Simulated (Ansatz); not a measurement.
# C2F4O (trifluoroacetyl fluoride) at CCSD(T)/cc-pVDZ

Aim: the energy change on altering one bond length of C2F4O (trifluoroacetyl fluoride) at CCSD(T)/cc-pVDZ, from 2 runs. 

The results are computed with Ansatz 0.2.0.

51 further runs of the same task are left out: 51 set aside as unsound or not needed.

### Step 1. The system as given

C2F4O: 7 atoms, total charge 0, spin state singlet. As SMILES, `O=C(F)C(F)(F)F`. The shape is that of a PBE0-D4/def2-TZVP optimisation.

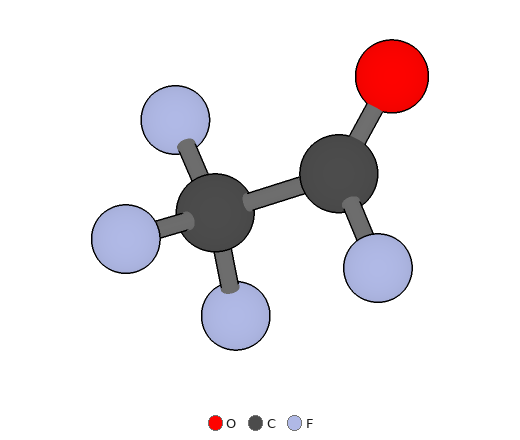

Viewed from a chosen angle; oxygen red, carbon dark grey, fluorine light blue.

### Step 2. A single-point energy at CCSD(T)/cc-pVDZ

The input, run.yaml:

```yaml
crystal:
  periodic: [false, false, false]
  atoms:
    - {symbol: O, position_ang: [1.061180, -1.396170, 0.701140]}
    - {symbol: C, position_ang: [0.088980, -0.798110, 0.435150]}
    - {symbol: F, position_ang: [-1.136840, -1.201010, 0.739860]}
    - {symbol: C, position_ang: [0.018150, 0.551850, -0.306440]}
    - {symbol: F, position_ang: [-0.697880, 0.418270, -1.418740]}
    - {symbol: F, position_ang: [-0.564330, 1.461580, 0.468830]}
    - {symbol: F, position_ang: [1.230750, 0.963590, -0.619810]}
basis:
  gaussian:
    orbitals: cc-pVDZ
correlation:
  method: ccsd_t
  frozen_orbitals: {C: 1, F: 1, O: 1}
accuracy: high
scf:
  omitted_lower_state_checks: [cluster_reference, increment]
```

The run is started by

```bash
$ ansatz run run.yaml --threads 1 --pin off --max-ram 3480MiB --events-out events.jsonl --progress --plain --runs-dir runs
```

The program printed, cut to the lines that bear on the results:

```text
Warning: RAYON_NUM_THREADS=1 ignored (pool sized by the plan → 1); use --threads N
Functional definition: HF
  name "HF"
[...]
2166 factors; integrals over basis functions are off by at most 2.9e-9 eV
[...]
mean field -14922.33410139 eV, -548.3856635047 hartree, gradient 1.6e-8 eV, S^2 0.000000; 0 other end points of the search recorded, 0 dependent functions left out
7 core orbitals not correlated: weight in the atoms' cores, before any rotation towards them, 1.000 or more for the frozen orbitals, at most 0.000 for the correlated occupied ones
reference -14922.33410139 eV, -548.3856635047 hartree; 21, 21 occupied and 70, 70 virtual orbitals, 2166 factors
second order -31.87871227 eV of doubles, -0.00000000 eV of singles
cycle   1  -31.33335711 eV  change    5.5e-1 eV  update   1.3e-1
[...]
cycle  20  -32.20356636 eV  change   2.6e-10 eV  update   3.8e-9
perturbative correction -0.78570177 eV, -0.0288740076 hartree
Total energy: -14955.32336953 eV, -549.5979967478 hartree
Checks for a lower state left out: cluster_reference, increment
```

It took 56 s on 1 thread of Arm Neoverse V2, shared host; peak memory 0.78 GiB.

### Step 3. The distorted shape, same level

The input, job.yaml:

```yaml
crystal:
  periodic: [false, false, false]
  atoms:
    - {symbol: O, position_ang: [0.697396, -1.519693, 0.795152]}
    - {symbol: C, position_ang: [-0.274804, -0.921633, 0.529162]}
    - {symbol: F, position_ang: [-1.500624, -1.324533, 0.833872]}
    - {symbol: C, position_ang: [-0.345634, 0.428327, -0.212428]}
    - {symbol: F, position_ang: [-1.061664, 0.294747, -1.324728]}
    - {symbol: F, position_ang: [-0.928114, 1.338057, 0.562842]}
    - {symbol: F, position_ang: [1.230750, 0.963590, -0.619810]}
basis:
  gaussian: {orbitals: cc-pVDZ}
magnetization: {spin_polarized: false}
correlation: {method: ccsd_t, frozen_orbitals: {C: 1, F: 1, O: 1}}
accuracy: high
scf: {omitted_lower_state_checks: [cluster_reference, increment]}
```

The run is started by

```bash
$ ansatz run job.yaml --threads 1 --pin off --max-ram 3480MiB --events-out events.jsonl --progress --plain --runs-dir runs
```

The program printed, cut to the lines that bear on the results:

```text
Warning: RAYON_NUM_THREADS=1 ignored (pool sized by the plan → 1); use --threads N
[... 2 set-up lines as earlier in the session ...]
[...]
2153 factors; integrals over basis functions are off by at most 2.7e-9 eV
[...]
mean field -14920.15602122 eV, -548.3056205347 hartree, gradient 1.3e-8 eV, S^2 0.000000; 0 other end points of the search recorded, 0 dependent functions left out
7 core orbitals not correlated: weight in the atoms' cores, before any rotation towards them, 1.000 or more for the frozen orbitals, at most 0.000 for the correlated occupied ones
reference -14920.15602122 eV, -548.3056205347 hartree; 21, 21 occupied and 70, 70 virtual orbitals, 2153 factors
second order -32.51009696 eV of doubles, -0.00000000 eV of singles
cycle   1  -31.72255781 eV  change    7.9e-1 eV  update   1.5e-1
[...]
cycle  23  -32.74418112 eV  change    2.1e-9 eV  update   3.7e-9
perturbative correction -0.89265771 eV, -0.0328045658 hartree
Total energy: -14953.79286004 eV, -549.5417515617 hartree
Checks for a lower state left out: cluster_reference, increment
```

It took 58 s on 1 thread of Arm Neoverse V2, shared host; peak memory 0.79 GiB.

### Step 4. Summary of results

At CCSD(T)/cc-pVDZ, 7 core orbitals frozen:

| quantity | value |
| --- | --- |
| first shape: total energy | -549.59800 Eh |
| first shape: correlation energy (7 core orbitals frozen) | -1212.3 mEh |
| first shape: (T) correction | -28.87 mEh |
| first shape: T1 diagnostic | 0.014 |
| distorted shape: total energy | -549.54175 Eh |
| distorted shape: correlation energy (7 core orbitals frozen) | -1236.1 mEh |
| distorted shape: (T) correction | -32.80 mEh |
| distorted shape: T1 diagnostic | 0.015 |
| energy change with the C4–F7 bond stretched from 1.318 to 1.714 Å | 1.531 eV |

**Reading.** With the C4–F7 bond stretched from 1.318 to 1.714 Å the energy rises by 1.53 eV (35 kcal/mol). The first shape isn't relaxed at this level, so the change isn't measured from a minimum. The triples (first shape) make up 2.4 % of the correlation energy. The triples (distorted shape) make up 2.7 % of the correlation energy.
